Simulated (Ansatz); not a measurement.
# Photoemission of amorphous Ge, part 2 of 6

How wide do site differences make the core lines of amorphous Ge?

Ansatz 0.2.0; DFT, PBEsol, plane-wave PAW, default files, scalar-relativistic.

So far: The starting structure; Relaxation.

### 3. Dynamics at 2200 K

A short run with the thermostat set to 2200 K, starting from rest and too brief to equilibrate, lets the random network rearrange; the cutoff and mesh are cut down, since only a plausible structure is wanted.

Input file input.yaml:

```yaml
crystal:
  lattice:
    - [8.9779155195, 0.0, 0.0]
    - [0.0, 8.9779155195, 0.0]
    - [0.0, 0.0, 8.9779155195]
  atoms:
    - { symbol: Ge, position: [0.2120126434, 0.3184423889, 0.7953705963] }
    - { symbol: Ge, position: [0.0282539295, 0.5481056123, 0.755421027] }
    - { symbol: Ge, position: [0.136463499, 0.0870820041, 0.2812164615] }
    - { symbol: Ge, position: [0.592957432, 0.4716378584, 0.0454592307] }
    - { symbol: Ge, position: [0.5006470355, 0.5999097078, 0.3834400382] }
    - { symbol: Ge, position: [0.6343998138, 0.9777659653, 0.7119341866] }
    - { symbol: Ge, position: [0.6054744914, 0.243495536, 0.3973903879] }
    - { symbol: Ge, position: [0.4361757137, 0.8289032323, 0.5451175766] }
    - { symbol: Ge, position: [0.6202794695, 0.1745907296, 0.0768894151] }
    - { symbol: Ge, position: [0.1836711737, 0.8273871011, 0.7171170659] }
    - { symbol: Ge, position: [0.7565854377, 0.6789803572, 0.4360825969] }
    - { symbol: Ge, position: [0.5606183491, 0.5232011038, 0.7228913424] }
    - { symbol: Ge, position: [0.7795868486, 0.7032051749, 0.7542613052] }
    - { symbol: Ge, position: [0.404892908, 0.3789892889, 0.2323547306] }
    - { symbol: Ge, position: [0.4956043431, 0.7806405128, 0.84572388] }
    - { symbol: Ge, position: [0.1653707723, 0.1054490287, 0.5907797947] }
    - { symbol: Ge, position: [-0.010507818, 0.4142271785, 0.498988895] }
    - { symbol: Ge, position: [0.42416597, 1.0436517667, 0.2213585963] }
    - { symbol: Ge, position: [-0.018009622, 0.38165661, -0.0131838358] }
    - { symbol: Ge, position: [0.6390503608, 0.247876133, 0.7965925249] }
    - { symbol: Ge, position: [0.8584013123, 0.082497566, 0.2121910427] }
    - { symbol: Ge, position: [0.5519868234, 0.7646301684, 0.1525103083] }
    - { symbol: Ge, position: [0.9396761546, 0.9544318015, 0.7593876757] }
    - { symbol: Ge, position: [0.9207440381, 0.2528584754, 0.7238193163] }
    - { symbol: Ge, position: [0.4278847604, 0.2848302042, 0.621378792] }
    - { symbol: Ge, position: [0.3442415406, 0.0554647804, 0.8317268317] }
    - { symbol: Ge, position: [0.655081786, 0.9526866098, 0.3807576396] }
    - { symbol: Ge, position: [1.0881455272, 1.0690172916, 0.9941501907] }
    - { symbol: Ge, position: [0.8078337671, 0.3909553346, 0.2596155549] }
    - { symbol: Ge, position: [0.112053343, 0.3692267963, 0.2418018981] }
kpoints:
  mp_grid: { grid: [1, 1, 1] }
scf:
  occupations: { method: fermi_dirac, width: 0.1 }
  n_extra_bands: 21
hamiltonian:
  xc: pbesol
  pseudopotentials: { kind: paw }
output:
  forces: true
basis:
  ecutwfc: 320
md:
  timestep: 2.5
  n_steps: 150
  ensemble: nvt_langevin
  temperature: 2200
  seed: 0
```

Command:

```console
$ ansatz run input.yaml --threads 4 --pin off --max-ram 20480MiB --backend cpu --events-out ev --progress --plain --runs-dir out
```

Numbers of over 12 decimals in the logs are rounded to 6 here.

The log of the run:

```text
Warning: md: disabling space-group detection — thermal motion breaks the input geometry's symmetry, so no spatial operation reduces the k-mesh or symmetrises the density; time reversal is kept, so that k and −k are solved as one point where they differ and the mesh holds both, and exact exchange and, on two spinor components, a DFT+U term hold to it where the run has them: on two components no moment then forms, and  [...]
[...]
Crystal: 30 atoms, lattice volume = 723.647 Å³
Basis set: ecut = 320 eV, 9435 PW (Γ), exchange–correlation on 108×108×108 points (8 copies of the dense FFT grid, shifted against one another)
Bands: 231, of which v1, the nominal top of the filled ones, is band 210 counted from 1 (209 counted from 0)
Symmetry: 1 space group operations
k-points: 1
[...]
SCF iter   1: F=—  HF=-127600.797234 eV  |F-HF|=—  |Δ(HF+E_count)|=         —  Δρ=7.96e-3  dr2=1.37e0  ethr=1.77e-3  ⟨swp⟩=5.0  Hψ=774  notcnv=0
[...]
SCF iter  13: F=-127600.346636 eV  HF=-127600.346636 eV  |F-HF|=1.44e-8  |Δ(HF+E_count)|=   5.27e-8  Δρ=6.79e-7  dr2=1.35e-8  ethr=7.14e-12  ⟨swp⟩=4.0  Hψ=708  notcnv=0
SCF 1 converged in 13 iterations: F = -127600.346636 eV  dr2 = 1.35e-8
[...]
md step     0: t =     0.00 fs  T =     0.0 K  F+E_penalty+E_count = -127600.34663555 eV  E_kin = 0.000000 eV  (13 SCF iters)
[...]
SCF iter   6: F=-127600.346948 eV  HF=-127600.346948 eV  |F-HF|=8.82e-9  |Δ(HF+E_count)|=   2.84e-9  Δρ=1.18e-6  dr2=1.64e-8  ethr=7.14e-12  ⟨swp⟩=4.0  Hψ=716  notcnv=0
SCF 2 converged in 6 iterations: F = -127600.346948 eV  dr2 = 1.64e-8
md step     1: t =     2.50 fs  T =   115.8 K  F+E_penalty+E_count = -127600.34694797 eV  E_kin = 0.449075 eV  (6 SCF iters)
[...]
SCF iter   7: F=-127600.344405 eV  HF=-127600.344405 eV  |F-HF|=1.52e-8  |Δ(HF+E_count)|=   2.01e-9  Δρ=1.18e-6  dr2=2.41e-8  ethr=7.14e-12  ⟨swp⟩=3.0  Hψ=741  notcnv=0
SCF 3 converged in 7 iterations: F = -127600.344405 eV  dr2 = 2.41e-8
md step     2: t =     5.00 fs  T =   245.0 K  F+E_penalty+E_count = -127600.34440497 eV  E_kin = 0.950130 eV  (7 SCF iters)
[... from here on, the SCF cycles and remarks between the steps are left out ...]
md step     3: t =     7.50 fs  T =   346.7 K  F+E_penalty+E_count = -127600.33464421 eV  E_kin = 1.344399 eV  (8 SCF iters)
md step     4: t =    10.00 fs  T =   404.6 K  F+E_penalty+E_count = -127600.31347691 eV  E_kin = 1.568823 eV  (7 SCF iters)
md step     5: t =    12.50 fs  T =   460.6 K  F+E_penalty+E_count = -127600.27935768 eV  E_kin = 1.785980 eV  (6 SCF iters)
md step     6: t =    15.00 fs  T =   577.0 K  F+E_penalty+E_count = -127600.23047750 eV  E_kin = 2.237574 eV  (7 SCF iters)
md step     7: t =    17.50 fs  T =   654.2 K  F+E_penalty+E_count = -127600.16436996 eV  E_kin = 2.536984 eV  (7 SCF iters)
md step     8: t =    20.00 fs  T =   659.3 K  F+E_penalty+E_count = -127600.08368608 eV  E_kin = 2.556542 eV  (6 SCF iters)
md step     9: t =    22.50 fs  T =   720.9 K  F+E_penalty+E_count = -127599.99460445 eV  E_kin = 2.795567 eV  (6 SCF iters)
md step    10: t =    25.00 fs  T =   894.5 K  F+E_penalty+E_count = -127599.89837895 eV  E_kin = 3.468606 eV  (8 SCF iters)
md step    11: t =    27.50 fs  T =   938.3 K  F+E_penalty+E_count = -127599.78761030 eV  E_kin = 3.638516 eV  (6 SCF iters)
md step    12: t =    30.00 fs  T =   973.6 K  F+E_penalty+E_count = -127599.65492914 eV  E_kin = 3.775350 eV  (6 SCF iters)
md step    13: t =    32.50 fs  T =  1023.3 K  F+E_penalty+E_count = -127599.51102968 eV  E_kin = 3.968210 eV  (6 SCF iters)
md step    14: t =    35.00 fs  T =   957.6 K  F+E_penalty+E_count = -127599.36555625 eV  E_kin = 3.713534 eV  (6 SCF iters)
md step    15: t =    37.50 fs  T =  1081.5 K  F+E_penalty+E_count = -127599.21673981 eV  E_kin = 4.193703 eV  (6 SCF iters)
md step    16: t =    40.00 fs  T =  1092.0 K  F+E_penalty+E_count = -127599.06698957 eV  E_kin = 4.234394 eV  (6 SCF iters)
md step    17: t =    42.50 fs  T =  1180.0 K  F+E_penalty+E_count = -127598.91973698 eV  E_kin = 4.575725 eV  (6 SCF iters)
md step    18: t =    45.00 fs  T =  1106.8 K  F+E_penalty+E_count = -127598.77267787 eV  E_kin = 4.292036 eV  (6 SCF iters)
md step    19: t =    47.50 fs  T =  1002.5 K  F+E_penalty+E_count = -127598.62245168 eV  E_kin = 3.887491 eV  (6 SCF iters)
md step    20: t =    50.00 fs  T =  1005.5 K  F+E_penalty+E_count = -127598.47281253 eV  E_kin = 3.899054 eV  (8 SCF iters)
md step    21: t =    52.50 fs  T =   956.3 K  F+E_penalty+E_count = -127598.33499968 eV  E_kin = 3.708528 eV  (6 SCF iters)
md step    22: t =    55.00 fs  T =   971.5 K  F+E_penalty+E_count = -127598.21136091 eV  E_kin = 3.767359 eV  (6 SCF iters)
md step    23: t =    57.50 fs  T =   994.2 K  F+E_penalty+E_count = -127598.08736058 eV  E_kin = 3.855181 eV  (6 SCF iters)
md step    24: t =    60.00 fs  T =   902.8 K  F+E_penalty+E_count = -127597.95658447 eV  E_kin = 3.500895 eV  (6 SCF iters)
md step    25: t =    62.50 fs  T =   956.2 K  F+E_penalty+E_count = -127597.83735230 eV  E_kin = 3.707843 eV  (6 SCF iters)
md step    26: t =    65.00 fs  T =   879.4 K  F+E_penalty+E_count = -127597.72564259 eV  E_kin = 3.410028 eV  (6 SCF iters)
md step    27: t =    67.50 fs  T =   933.2 K  F+E_penalty+E_count = -127597.61541250 eV  E_kin = 3.618724 eV  (6 SCF iters)
md step    28: t =    70.00 fs  T =  1019.7 K  F+E_penalty+E_count = -127597.51934364 eV  E_kin = 3.954223 eV  (6 SCF iters)
md step    29: t =    72.50 fs  T =   971.8 K  F+E_penalty+E_count = -127597.42868361 eV  E_kin = 3.768494 eV  (6 SCF iters)
md step    30: t =    75.00 fs  T =   958.0 K  F+E_penalty+E_count = -127597.34028811 eV  E_kin = 3.714979 eV  (7 SCF iters)
md step    31: t =    77.50 fs  T =   997.0 K  F+E_penalty+E_count = -127597.26825124 eV  E_kin = 3.866094 eV  (6 SCF iters)
md step    32: t =    80.00 fs  T =  1007.4 K  F+E_penalty+E_count = -127597.21119016 eV  E_kin = 3.906396 eV  (6 SCF iters)
md step    33: t =    82.50 fs  T =   980.5 K  F+E_penalty+E_count = -127597.16725974 eV  E_kin = 3.802277 eV  (6 SCF iters)
md step    34: t =    85.00 fs  T =  1111.4 K  F+E_penalty+E_count = -127597.13456738 eV  E_kin = 4.309868 eV  (6 SCF iters)
md step    35: t =    87.50 fs  T =  1328.9 K  F+E_penalty+E_count = -127597.08899874 eV  E_kin = 5.153018 eV  (6 SCF iters)
md step    36: t =    90.00 fs  T =  1452.7 K  F+E_penalty+E_count = -127597.02635429 eV  E_kin = 5.633237 eV  (6 SCF iters)
md step    37: t =    92.50 fs  T =  1452.7 K  F+E_penalty+E_count = -127596.96932540 eV  E_kin = 5.633419 eV  (6 SCF iters)
md step    38: t =    95.00 fs  T =  1435.4 K  F+E_penalty+E_count = -127596.94664908 eV  E_kin = 5.566023 eV  (6 SCF iters)
md step    39: t =    97.50 fs  T =  1358.7 K  F+E_penalty+E_count = -127596.96100000 eV  E_kin = 5.268706 eV  (6 SCF iters)
[...]
md step    75: t =   187.50 fs  T =  1650.0 K  F+E_penalty+E_count = -127594.31586464 eV  E_kin = 6.398546 eV  (6 SCF iters)
md step    76: t =   190.00 fs  T =  1667.3 K  F+E_penalty+E_count = -127594.17832856 eV  E_kin = 6.465262 eV  (6 SCF iters)
md step    77: t =   192.50 fs  T =  1806.5 K  F+E_penalty+E_count = -127594.05892412 eV  E_kin = 7.005387 eV  (6 SCF iters)
md step    78: t =   195.00 fs  T =  1802.3 K  F+E_penalty+E_count = -127593.92261950 eV  E_kin = 6.989098 eV  (6 SCF iters)
md step    79: t =   197.50 fs  T =  1853.0 K  F+E_penalty+E_count = -127593.75468204 eV  E_kin = 7.185628 eV  (6 SCF iters)
md step    80: t =   200.00 fs  T =  1873.0 K  F+E_penalty+E_count = -127593.56427199 eV  E_kin = 7.263180 eV  (7 SCF iters)
md step    81: t =   202.50 fs  T =  1898.1 K  F+E_penalty+E_count = -127593.38610896 eV  E_kin = 7.360339 eV  (6 SCF iters)
md step    82: t =   205.00 fs  T =  1801.8 K  F+E_penalty+E_count = -127593.23359844 eV  E_kin = 6.986877 eV  (6 SCF iters)
md step    83: t =   207.50 fs  T =  1608.6 K  F+E_penalty+E_count = -127593.12217544 eV  E_kin = 6.237942 eV  (5 SCF iters)
md step    84: t =   210.00 fs  T =  1559.3 K  F+E_penalty+E_count = -127593.04515052 eV  E_kin = 6.046805 eV  (6 SCF iters)
md step    85: t =   212.50 fs  T =  1528.8 K  F+E_penalty+E_count = -127592.99205339 eV  E_kin = 5.928261 eV  (6 SCF iters)
SCF iter   1: F=—  HF=-127592.933508 eV  |F-HF|=—  |Δ(HF+E_count)|=         —  Δρ=1.95e-4  dr2=2.82e-4  ethr=7.44e-7  ⟨swp⟩=5.0  Hψ=812  notcnv=0
[...]
SCF iter   6: F=-127592.933720 eV  HF=-127592.933720 eV  |F-HF|=1.82e-9  |Δ(HF+E_count)|=   2.92e-9  Δρ=7.83e-7  dr2=8.29e-9  ethr=7.14e-12  ⟨swp⟩=4.0  Hψ=703  notcnv=0
SCF 87 converged in 6 iterations: F = -127592.933720 eV  dr2 = 8.29e-9
md step    86: t =   215.00 fs  T =  1680.9 K  F+E_penalty+E_count = -127592.93372048 eV  E_kin = 6.518078 eV  (6 SCF iters)
SCF iter   1: F=—  HF=-127592.854453 eV  |F-HF|=—  |Δ(HF+E_count)|=         —  Δρ=1.79e-4  dr2=2.77e-4  ethr=6.71e-7  ⟨swp⟩=5.0  Hψ=858  notcnv=0
[...]
SCF iter   3: F=—  HF=-127592.854123 eV  |F-HF|=—  |Δ(HF+E_count)|
```

It took 6.9 min on 4 threads of Arm Neoverse V1, shared host; peak memory 0.68 GiB; 26 min of CPU time.

The column dr2 measures how far the density is from self-consistency, as an energy; F and HF (Harris–Foulkes) agree once it is small.

The trajectory, sampled:

```csv
time (fs),T (K),potential (meV/atom)
0.0,0,0.0
25.0,894,14.9
50.0,1005,62.5
75.0,958,100.2
100.0,1536,112.2
125.0,1580,149.3
150.0,1571,186.5
175.0,1842,178.4
200.0,1873,226.1
225.0,1548,253.8
250.0,1968,243.5
275.0,1730,241.5
300.0,2011,246.7
325.0,2392,208.7
350.0,2092,219.9
375.0,1727,261.3
```

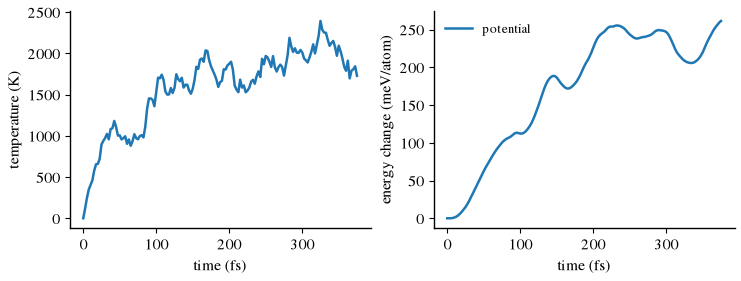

Temperature and energies against time.

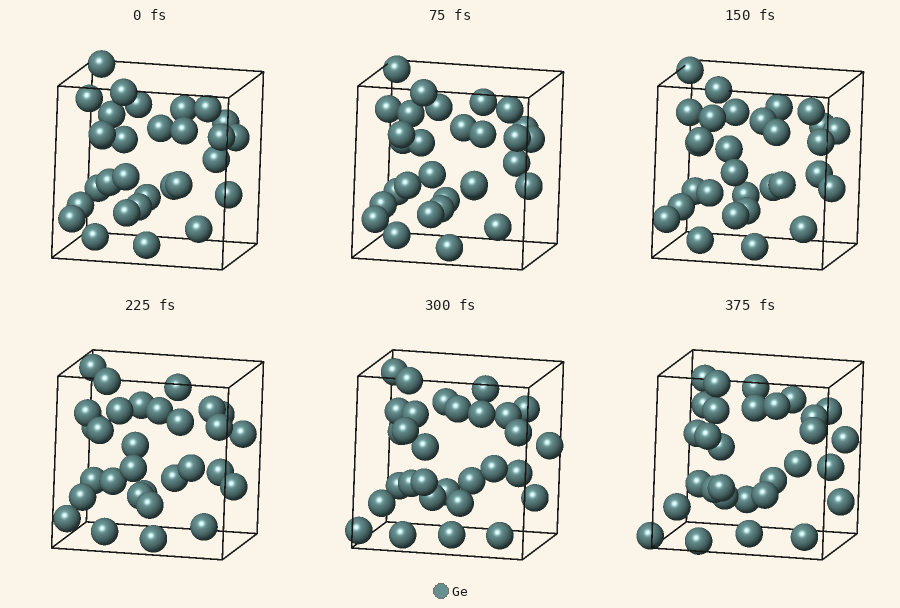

6 frames of the run.

Mean square displacement at the end: Ge 0.84 Å².

Positions (Å) and forces (eV/Å) at 375.0 fs:

```xyz
30
Lattice="8.978 0.000 0.000 0.000 8.978 0.000 0.000 0.000 8.978" Properties=species:S:1:pos:R:3:forces:R:3 pbc="T T T"
Ge    2.204    3.804    7.596    1.357    0.702   -0.475
Ge    0.252    5.387    6.783    1.225   -0.489    0.169
Ge    1.440    0.877    2.273   -0.300    0.131    0.039
Ge    5.663    4.437    0.549    0.169    0.178    0.597
Ge    4.755    5.423    3.247    0.744    0.326   -0.126
Ge    5.845    9.330    5.816    0.699    1.968    1.676
Ge    6.445    2.683    2.867    1.769    1.156    0.586
Ge    4.407    8.330    4.090   -0.750   -0.982   -1.578
Ge    6.929    2.050    0.192   -0.704   -0.265    1.375
Ge    1.776    7.584    6.573    0.212    0.240    0.052
Ge    6.829    7.076    4.563   -0.627   -0.130    0.081
Ge    4.903    4.355    6.990   -1.399    1.569   -1.284
Ge    6.949    5.876    7.504   -1.104    0.158   -0.713
Ge    4.159    2.790    2.179   -1.388    0.373   -0.296
Ge    4.718    7.448    6.643   -0.911   -1.521    1.379
Ge    1.107    0.619    4.832    0.580    0.117    0.197
Ge   -0.248    3.497    3.336    1.076   -0.921   -0.048
Ge    3.947    9.236    1.399    0.193    0.442    0.686
Ge    0.117    3.127   -0.164   -0.420    0.301    0.090
Ge    6.340    2.579    6.958    1.216   -1.279   -1.447
Ge    7.775   -0.330    0.432    0.145    0.008    0.512
Ge    5.421    7.295    0.529    0.335    0.067   -0.259
Ge    8.024    8.061    6.538    0.429    0.787    0.622
Ge    9.480    2.828    6.114   -1.518   -0.240   -1.246
Ge    4.471    2.556    4.766    0.261    0.946    0.018
Ge    3.180    1.387    6.681    1.935    0.289   -1.069
Ge    6.382    9.323    2.655   -0.076   -2.187   -0.494
Ge   10.105    9.886    7.717   -1.925   -1.000    0.676
Ge    7.417    5.532    2.907   -0.864   -0.257   -0.985
Ge    1.659    3.460    1.657   -0.362   -0.488    1.264
```

The pair distribution g(r), Ge–Ge has structure finer than the step of the table below, so its rows give means over 0.25 Å, whole bins alone (the curve runs from 0.0375 to 5.96 Å). Peaks (Å: height): 2.662: 3.22, 3.337: 0.900, 3.938: 1.36, 4.237: 1.47, 4.762: 1.48, 5.062: 1.36.

From the last frames. Table of pair distribution g(r), Ge–Ge by r; means over each step:

```csv
r (Å),"pair distribution g(r), Ge–Ge"
2.00,0
2.25,0.417
2.50,1.83
2.75,2.34
3.00,1.55
3.25,0.735
3.50,0.692
3.75,0.501
4.00,1.04
4.25,1.02
4.50,0.914
4.75,1.13
5.00,1.06
5.25,1.13
5.50,0.939
5.75,0.852
```

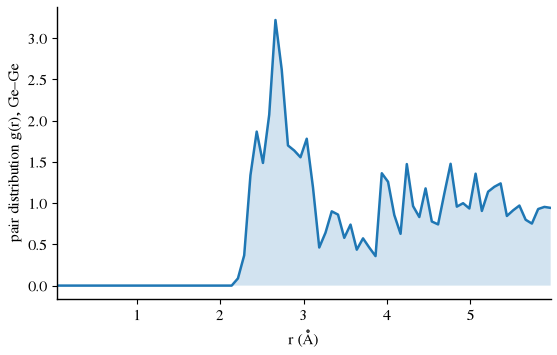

Pair distribution g(r), Ge–Ge, plotted against r.

Beyond half the shortest lattice vector, 4.5 Å, g(r) counts periodic images.

This step gave:

```
free energy             : -127592.5067 eV
energy at zero smearing : -127592.3307 eV
smearing term TS        : 0.3520 eV
Fermi energy            : 7.308 eV
gap by band count       : 0.1947 eV
```

[end of part 2 of 6]

[Logs are printed without paths, hosts, clocks, repeated set-up lines and the standing remarks that a program may print on its own settings, such as how far it seeks lower states.]

[Hosts, paths, dates, database ids (printed as entryN), source tags and the programs' standing remarks are cut or masked in the printed files.]

[Maps of the electrostatic potential energy from Ansatz leave out the sawtooth potential of an applied field or a dipole correction, so their vacuum need not be flat; work functions include it.]
